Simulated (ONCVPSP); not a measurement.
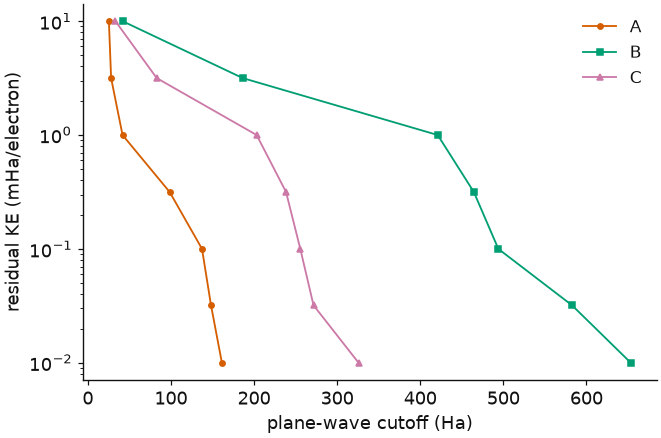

The residual kinetic energy of the 4d wave for 3 variants of one potential.

Base settings:

```json
{"Element": "Sn (Z = 50)", "Generator": "ONCVPSP 4.0.1", "Type": "optimised norm-conserving Vanderbilt (ONCV)", "Functional": "LDA (Perdew-Wang 92)", "Relativity": "scalar-relativistic", "Frozen core": "[Kr]", "Valence charge": "14", "Reference configuration": "4d10 5s2 5p1.5 (charge +0.5)", "Partial waves": "5s: rc 1.60 bohr, ncon 3, nbas 6, qcut 4.8 1/bohr, 2 projectors, debl 0.6 Ha; 5p: rc 2.30 bohr, ncon 4, nbas 9, qcut 3.9 1/bohr, 1 projector; 4d: rc 1.10 bohr, ncon 4, nbas 9, qcut 7.6 1/bohr, 2 projectors, debl 1.5 Ha; f scattering state at 0.02 Ha: rc 1.85 bohr, ncon 4, nbas 7, qcut 6.8 1/bohr, 2 projectors, debl 2.8 Ha", "Local potential": "polynomial inside 1.10 bohr (lpopt 5, dvloc0 -1 Ha)", "Core correction": "Teter function, fcfact 4.5, rcfact 1.7"}
```

**The variants differ in the radius of the d channel: 0.80 bohr, 1.10 bohr, 1.46 bohr. Which curve belongs to which value?**

A: 1.46 bohr; B: 0.80 bohr; C: 1.10 bohr.

Of the 3 potentials behind this page, the base run counted, 3 are unsound (ghost states, missed reference levels or an overlap that isn't positive definite).
